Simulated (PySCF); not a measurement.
C$_{3}$H$_{7}$BrGe (SMILES C=C[CH2][GeH2][Br])

```
atom    x (Å)    y (Å)    z (Å)
   C  -1.8996   0.4709   0.6948
   C  -0.9883  -0.4167   0.3381
   C  -0.0898  -0.2631  -0.8398
  Ge   1.7602   0.2014  -0.2509
  Br   2.5178  -1.4491   1.1250
   H  -2.5197   0.3297   1.5630
   H  -2.0712   1.3689   0.1220
   H  -0.8382  -1.3128   0.9289
   H  -0.4479   0.5239  -1.5036
   H  -0.0369  -1.1960  -1.4073
   H   1.8376   1.4645   0.5795
   H   2.7773   0.2777  -1.3757
```

Geometry: GFN2-xTB.

Theory: PySCF, CAM-B3LYP/def2-SVPD, SCF density, gas phase.

What will maps of the electron density and electron localisation function show?

Answer. C–C (1.32 Å): the density is about 2.4 e/Å³ at the midpoint; the ELF peaks at about 0.95 between the atoms: a multiple bond.
C–H (1.08 Å): ρ at the midpoint is about 2 e/Å³; the ELF climbs to about 1 towards the hydrogen, as it does in any bond to H: an ordinary covalent bond to hydrogen.
C–C (1.49 Å): ρ at the midpoint is about 1.8 e/Å³; the ELF peaks at about 0.95 between the atoms: localised, covalent bonding.

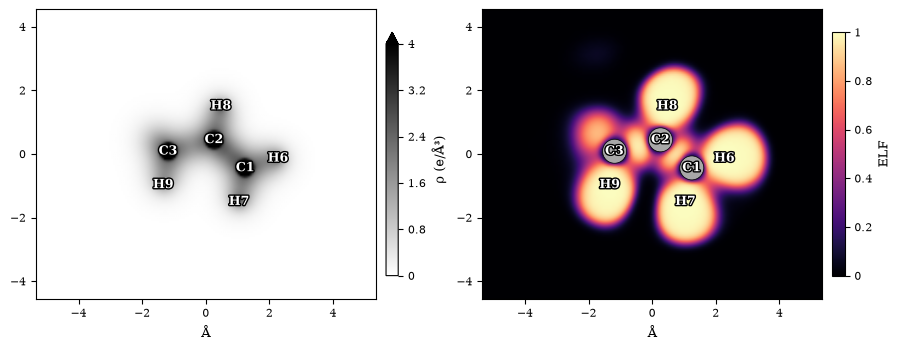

Computed electron density and electron localisation function on the plane of atoms C1, C2 and H8, in this order. Grey discs cover the atomic cores in the ELF map. 
